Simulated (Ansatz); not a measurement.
# One shape, several levels: AlSiH5O2 (SMILES O[SiH2][O][AlH2])

Wanted: a comparison of 6 runs (HF/cc-pVDZ, B3LYP/6-31G*, B3LYP/cc-pVDZ, r2SCAN/cc-pVDZ, wB97X/cc-pVDZ, CCSD/cc-pVDZ) of AlSiH5O2. 

The results are computed with Ansatz 0.2.0.

75 further runs of the same task are left out: 75 set aside as unsound or not needed. Runs told in other sessions of the task aren't counted.

**1. The system as given**

AlSiH5O2 has 9 atoms, charge 0, and is taken as a singlet. As SMILES, `O[SiH2][O][AlH2]`. The Si2–H7 distance was set to 1.710 Å, away from the relaxed value.

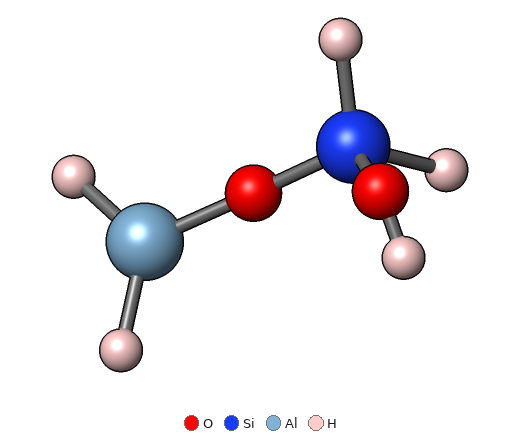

Viewed from a chosen angle; oxygen red, silicon blue, aluminium light blue, hydrogen pink.

**2. The energy at HF/cc-pVDZ (run 1)**

File run.yaml:

```yaml
crystal:
  periodic: [false, false, false]
  atoms:
    - {symbol: O, position_ang: [-0.718541, 1.774160, -1.100331]}
    - {symbol: Si, position_ang: [0.249559, 1.141460, 0.064769]}
    - {symbol: O, position_ang: [0.327359, -0.474140, -0.004431]}
    - {symbol: Al, position_ang: [0.402259, -2.135740, -0.262731]}
    - {symbol: H, position_ang: [-1.664241, 1.650560, -1.013031]}
    - {symbol: H, position_ang: [1.582659, 1.727560, -0.197131]}
    - {symbol: H, position_ang: [-0.337300, 1.564900, 1.614200]}
    - {symbol: H, position_ang: [-0.882941, -2.850940, -0.838931]}
    - {symbol: H, position_ang: [1.742159, -2.885840, 0.103269]}
basis:
  gaussian: {orbitals: cc-pVDZ}
hamiltonian: {xc: hf}
accuracy: high
output: {orbitals: {seedname: orbitals}}
```

Launch:

```sh
$ ansatz run run.yaml --threads 1 --pin off --max-ram 3480MiB --events-out events.jsonl --progress --plain --runs-dir runs
```

The log of the run:

```text
Warning: RAYON_NUM_THREADS=1 ignored (pool sized by the plan → 1); use --threads N
Functional definition: HF
  name "HF"
  exchange = exact_x
  correlation = 0
2011 factors; integrals over basis functions are off by at most 3.5e-9 eV
mean field evaluation 1: about -18597.6180 eV, gradient 4.6e1 eV
mean field evaluation 2: about -18597.6807 eV, gradient 4.6e1 eV
mean field evaluation 4: about -18601.8417 eV, gradient 2.8e0 eV
mean field evaluation 8: about -18601.8794 eV, gradient 1.7e-4 eV
mean field -18601.87938037 eV, -683.6064584218 hartree, gradient 6.6e-9 eV, S^2 0.000000; 0 other end points of the search recorded, 0 dependent functions left out
reference -18601.87938037 eV, -683.6064584218 hartree; 24, 24 occupied and 65, 65 virtual orbitals, 2011 factors
Total energy: -18601.87938037 eV, -683.6064584218 hartree
```

It took 3.6 s on 1 thread of Arm Neoverse V2, shared host; peak memory 0.25 GiB.

**3. A single-point energy at B3LYP/6-31G(d) (Cartesian functions) (run 2)**

File in.yaml:

```yaml
crystal:
  periodic: [false, false, false]
  atoms:
    - {symbol: O, position_ang: [-0.718541, 1.774160, -1.100331]}
    - {symbol: Si, position_ang: [0.249559, 1.141460, 0.064769]}
    - {symbol: O, position_ang: [0.327359, -0.474140, -0.004431]}
    - {symbol: Al, position_ang: [0.402259, -2.135740, -0.262731]}
    - {symbol: H, position_ang: [-1.664241, 1.650560, -1.013031]}
    - {symbol: H, position_ang: [1.582659, 1.727560, -0.197131]}
    - {symbol: H, position_ang: [-0.337300, 1.564900, 1.614200]}
    - {symbol: H, position_ang: [-0.882941, -2.850940, -0.838931]}
    - {symbol: H, position_ang: [1.742159, -2.885840, 0.103269]}
basis:
  gaussian:
    orbitals: "6-31G*"
output: {orbitals: {seedname: orbitals}}
accuracy: high
hamiltonian:
  xc: {name: B3LYP}
```

Launch:

```sh
$ ansatz run in.yaml --threads 1 --pin off --max-ram 3480MiB --events-out events.jsonl --progress --plain --runs-dir runs
```

The log of the run:

```text
Warning: RAYON_NUM_THREADS=1 ignored (pool sized by the plan → 1); use --threads N
Functional definition: B3LYP
  name "B3LYP"
  parameter a0 = 0.2
  parameter ax = 0.72
  parameter ac = 0.81
  exchange = (1 - a0 - ax)*slater_x + ax*b88_x + a0*exact_x
  correlation = (1 - ac)*vwn_rpa_c + ac*lyp_c
1673 factors; integrals over basis functions are off by at most 3.7e-9 eV
mean field evaluation 1: about -18643.7265 eV, gradient 7.4e1 eV
mean field evaluation 2: about -18614.8304 eV, gradient 1.4e2 eV
mean field evaluation 4: about -18652.7588 eV, gradient 1.1e1 eV
mean field evaluation 8: about -18653.1112 eV, gradient 3.0e-1 eV
mean field evaluation 16: about -18653.1115 eV, gradient 6.7e-6 eV
mean field -18653.11148165 eV, -685.4892034176 hartree, gradient 2.1e-8 eV, S^2 0.000000; 0 other end points of the search recorded, 0 dependent functions left out
reference -18653.11152805 eV, -685.4892051227 hartree; 24, 24 occupied and 54, 54 virtual orbitals, 1673 factors
Total energy: -18653.11152805 eV, -685.4892051227 hartree
```

It took 8.7 s on 1 thread of Arm Neoverse V2, shared host; peak memory 0.25 GiB.

Runs 3 to 5 aren't shown in full; the table further down has their settings and results.

**4. A single-point energy at CCSD/cc-pVDZ (run 6)**

File molecule.yaml:

```yaml
crystal:
  periodic: [false, false, false]
  atoms:
    - symbol: O
      position_ang: [-0.718541, 1.774160, -1.100331]
    - symbol: Si
      position_ang: [0.249559, 1.141460, 0.064769]
    - symbol: O
      position_ang: [0.327359, -0.474140, -0.004431]
    - symbol: Al
      position_ang: [0.402259, -2.135740, -0.262731]
    - symbol: H
      position_ang: [-1.664241, 1.650560, -1.013031]
    - symbol: H
      position_ang: [1.582659, 1.727560, -0.197131]
    - symbol: H
      position_ang: [-0.337300, 1.564900, 1.614200]
    - symbol: H
      position_ang: [-0.882941, -2.850940, -0.838931]
    - symbol: H
      position_ang: [1.742159, -2.885840, 0.103269]
basis:
  gaussian:
    orbitals: cc-pVDZ
correlation:
  method: ccsd
  frozen_orbitals: {Al: 5, H: 0, O: 1, Si: 5}
accuracy: high
scf:
  omitted_lower_state_checks: [cluster_reference, increment]
```

Launch:

```sh
$ ansatz run molecule.yaml --threads 1 --pin off --max-ram 3480MiB --events-out events.jsonl --progress --plain --runs-dir runs
```

The log of the run, shortened:

```text
Warning: RAYON_NUM_THREADS=1 ignored (pool sized by the plan → 1); use --threads N
[... 2 set-up lines as earlier in the session ...]
[...]
2011 factors; integrals over basis functions are off by at most 3.5e-9 eV
[...]
mean field -18601.87938037 eV, -683.6064584218 hartree, gradient 6.6e-9 eV, S^2 0.000000; 0 other end points of the search recorded, 0 dependent functions left out
12 core orbitals not correlated: weight in the atoms' cores, before any rotation towards them, 1.000 or more for the frozen orbitals, at most 0.000 for the correlated occupied ones
reference -18601.87938037 eV, -683.6064584218 hartree; 12, 12 occupied and 65, 65 virtual orbitals, 2011 factors
second order -14.53259163 eV of doubles, -0.00000000 eV of singles
cycle   1  -15.00826940 eV  change   -4.8e-1 eV  update   1.0e-1
[...]
cycle  22  -15.56707145 eV  change   8.0e-10 eV  update   1.4e-9
Total energy: -18617.44645182 eV, -684.1785377459 hartree
Checks for a lower state left out: cluster_reference, increment
```

It took 17 s on 1 thread of Arm Neoverse V2, shared host; peak memory 0.49 GiB.

**5. All runs side by side**

| run | level | Cartesian functions | frozen core orbitals | energy (Eh) | HOMO energy (eV) | LUMO energy (eV) | HOMO–LUMO gap (eV) | wall time |
| --- | --- | --- | --- | --- | --- | --- | --- | --- |
| 1 | HF/cc-pVDZ | no | – | -683.606458 | -11.43 | 1.48 | 12.91 | 3.6 s |
| 2 | B3LYP/6-31G* (Cartesian functions) | yes | – | -685.489205 | -7.91 | -1.32 | 6.59 | 8.7 s |
| 3 | B3LYP/cc-pVDZ | no | – | -685.517964 | -7.88 | -1.39 | 6.48 | 10 s |
| 4 | r2SCAN/cc-pVDZ | no | – | -685.344683 | -7.08 | -1.60 | 5.48 | 17 s |
| 5 | wB97X/cc-pVDZ | no | – | -685.423892 | -10.48 | 0.78 | 11.27 | 38 s |
| 6 | CCSD/cc-pVDZ | no | 12 | -684.178538 | – | – | – | 17 s |

**6. Summary of results**

| quantity | value |
| --- | --- |
| run 6: total energy | -684.17854 Eh |
| run 6: correlation energy (12 core orbitals frozen) | -572.1 mEh |
| run 6: T1 diagnostic | 0.013 |

Over runs 1, 2, 3, 4, 5 the HOMO–LUMO gap runs from 5.48 eV (r2SCAN/cc-pVDZ) to 12.91 eV (HF/cc-pVDZ). Exact exchange widens orbital gaps. Totals of different functionals can't be ranked against each other. All runs together took 94 s, the longest 38 s.
